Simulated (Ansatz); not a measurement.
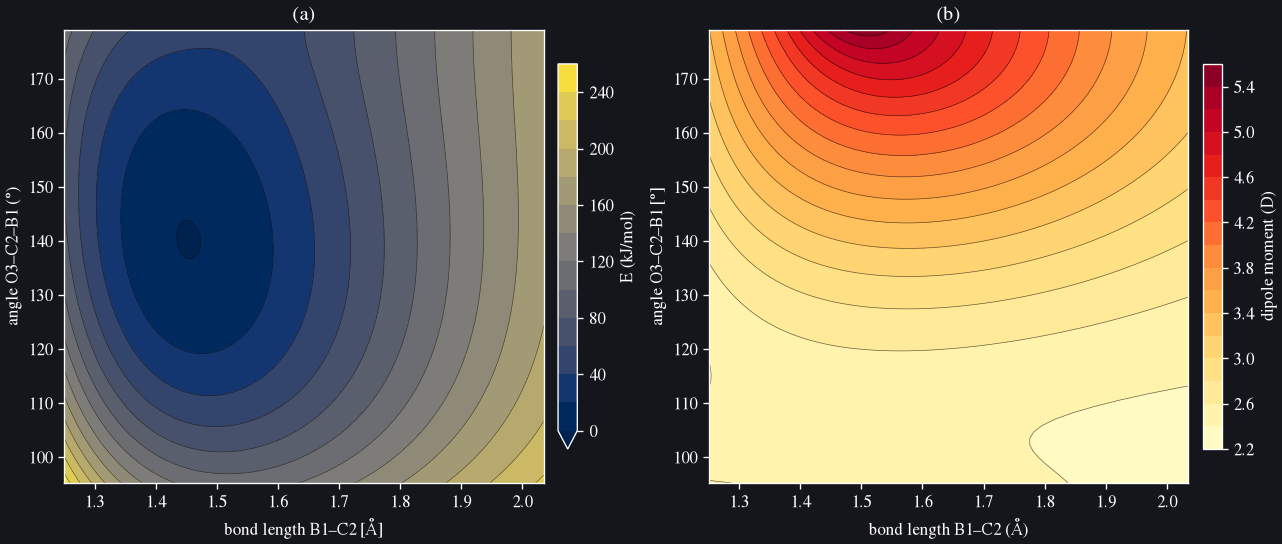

CHBO, SMILES B#CO. The first coordinate is: bond length B1–C2; the second: angle O3–C2–B1. Nothing is relaxed (all other coordinates rigid). Grid: 13 × 13 points. All energies are given in kJ/mol relative to the lowest grid point. Theory: Ansatz, RKS r2SCAN-D4/def2-TZVP.

Panel (a) is the energy and panel (b) the computed dipole moment on the same grid.

The picture shows filled contours. Between grid points the surface is interpolated.

Question: How does the dipole moment vary over the map, and what is it at the lowest grid point?

Answer: Leaving out the highest fifth of the energies, it runs from 2.39 D at bond length B1–C2 = 1.839 Å, angle O3–C2–B1 = 102.2° to 5.51 D at bond length B1–C2 = 1.512 Å, angle O3–C2–B1 = 179.0°. At the lowest grid point, bond length B1–C2 = 1.446 Å, angle O3–C2–B1 = 137.1°, it is 3.07 D.
